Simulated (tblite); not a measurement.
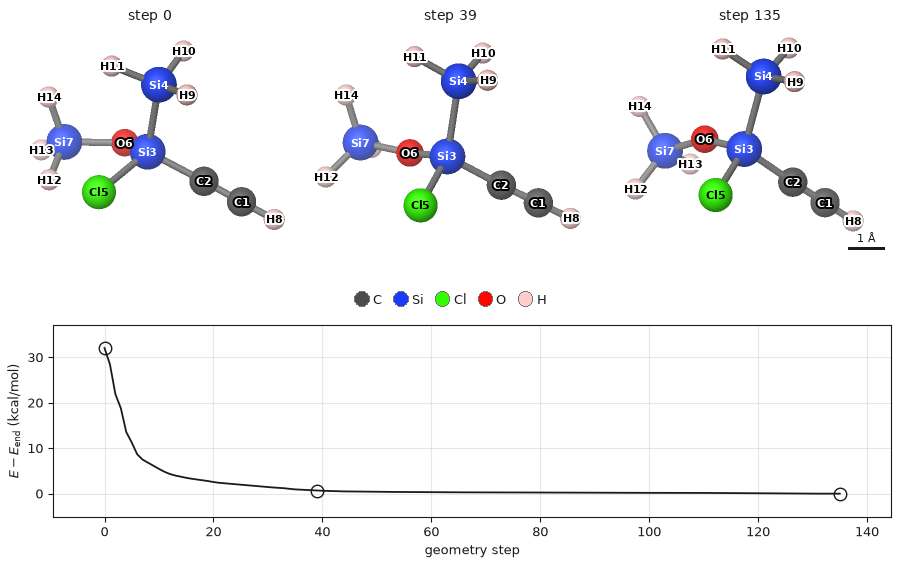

Frames of a relaxation of C$_{2}$H$_{7}$ClOSi$_{3}$, marked on the history of the run. A ball-and-stick model, seen at a tilt.

The calculation used tblite, GFN2-xTB geometry optimisation, gas phase. 

Question: Describe the path.

Answer: The largest move after the best rigid fit is that of H13, 1.47 Å. Largest moves by element: H 1.47 Å, O 1.17 Å, Cl 0.98 Å, C 0.71 Å, Si 0.59 Å. Among the contacts that change: Cl5–Si7 3.008 → 4.066 Å, Si3–Si7 2.768 → 3.191 Å, O6–Si7 1.730 → 1.624 Å, Si3–O6 1.723 → 1.625 Å. Bond angles that change, for instance: Si3–O6–Si7 106.6° → 158.3°, C2–Si3–Si4 108.3° → 116.1°, O6–Si7–H14 110.6° → 103.1°. Groups turn about Si3–O6 by about 85°, O6–Si7 by about 85°. Over 135 geometry steps the energy falls by 32.0 kcal/mol. From step 0 to 39: Cl5 moves most (0.98 Å), energy −31.3 kcal/mol. From step 39 to 135: H atoms move most (0.70 Å), energy −0.69 kcal/mol.
